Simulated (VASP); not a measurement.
Band structure of Rh (fcc). Level of theory: optB88-vdW, VASP's PBE PAW potentials (set 64) (plane waves; VASP).

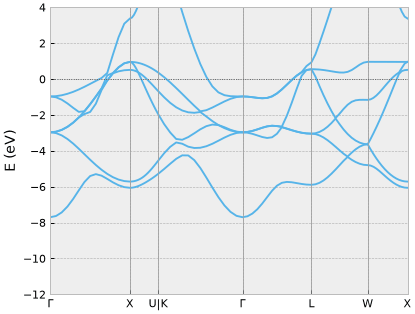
*Bands along high-symmetry lines, zero at the valence-band maximum or, without a gap, the Fermi level*

Question: Read the plot: is there a gap, and where are the band edges?

Answer: It has no gap at this level: it comes out as a metal or semimetal. (Edges off the drawn lines would not show.)

The compound is Rh in the fcc structure. It was relaxed first.
